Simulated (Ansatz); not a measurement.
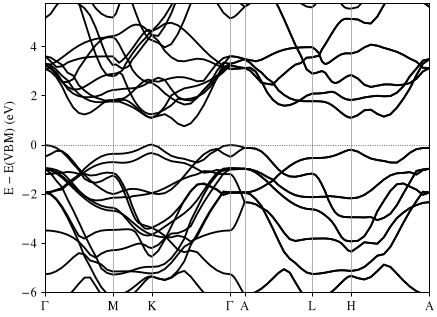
Figure: Band structure from the program Ansatz at the LDA level (PAW)

Question: Read off the gap and where the band edges lie.

Answer: About 0.7 eV (0.75 eV by a search for the band edges); maximum at K, minimum on the K–Γ line, 42 % of the way from K.

Question: Which compound is it?
A. ZnS, wurtzite
B. AgI, P6_3mc (Ag on 2a, Ag on 2b, I on 2a, I on 2b)
C. Te2W, P6_3/mmc (Te on 4f, W on 2c)

Answer: C, Te2W, P6_3/mmc (Te on 4f, W on 2c)

The first step of the workflow began from a Materials Project structure, measured or hypothetical; the Crystallography Open Database copy checked does not list it. COD files the formula under space group No. 31. Its standing as an ambient phase is unchecked. The LDA relaxation kept the symmetry of its start; whether a distortion lowers the energy is not shown. No spin polarisation was allowed. A crystal of weakly bound layers computed without a dispersion correction: the cell and the soft elastic constants depend strongly on that. Spin–orbit coupling is left out wherever it is not named.

Potentials: the earlier of the program's two PAW sets. The files were generated under PBE; for other functionals the program regenerates the frozen cores, and for LDA and PBEsol the local potential too.
